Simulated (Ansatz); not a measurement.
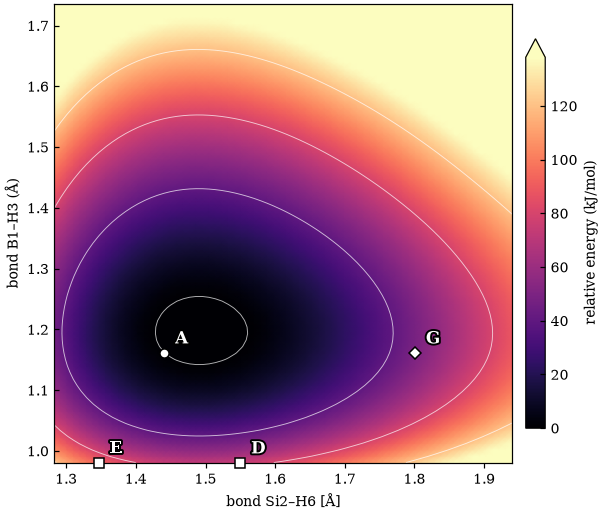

BH₅Si, SMILES B[SiH3]. 
- Two internal coordinates are moved rigidly from the geometry relaxed at PBE0-D4/def2-TZVP, all others fixed.
- First axis: bond Si2–H6. Second axis: bond B1–H3.
- Grid: 7 × 7 points.
- Energies: kJ/mol, counted from the lowest grid point.
- Theory: RKS r2SCAN-D4/def2-TZVPP (Ansatz 0.2.0).

The picture shows a smooth colour map with a few white contour lines, one colour for all values above the top of the scale, lettered points. Between grid points the surface is interpolated.

**Is G the lowest point of the computed grid?**

No. G lies 50 kJ/mol above the lowest grid point, which is at bond Si2–H6 = 1.441 Å, bond B1–H3 = 1.162 Å.

**Rank the lettered points by energy, lowest first.**

A (0 kJ/mol), G (50 kJ/mol), D (75 kJ/mol), E (93 kJ/mol).
